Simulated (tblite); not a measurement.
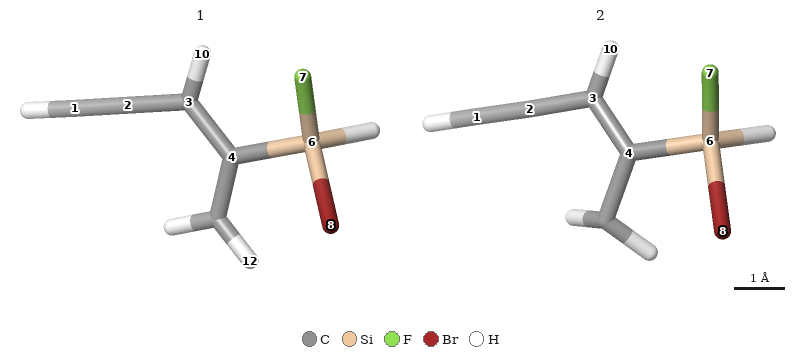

Two geometries of C$_{5}$H$_{5}$BrFSi (multiplicity 2), drawn at one scale. One is the start of a relaxation, the other its converged end. A stick model, seen at a tilt.

Computed with GFN2-xTB geometry optimisation, gas phase (tblite 0.8.0). 

Which one is relaxed?

Answer. Structure 1 is the relaxed one. Over 59 geometry steps the energy falls by 120.0 kJ/mol. The largest move after the best rigid fit is that of a C atom, 0.33 Å. By element the largest moves are C 0.33 Å, H 0.28 Å, F 0.21 Å, Br 0.20 Å, Si 0.04 Å. Some distances before and after: C–C 1.493 → 1.364 Å, F–Si 1.703 → 1.606 Å, C–C 1.342 → 1.409 Å, C–C 1.441 → 1.380 Å. Among the angles between lasting bonds that change: C–C–H 109.2° → 121.8°, H–C–H 104.9° → 117.2°, C–C–H 111.2° → 121.0°. The run took 0.44 s on 1 thread of Arm Neoverse V1, on a shared host.
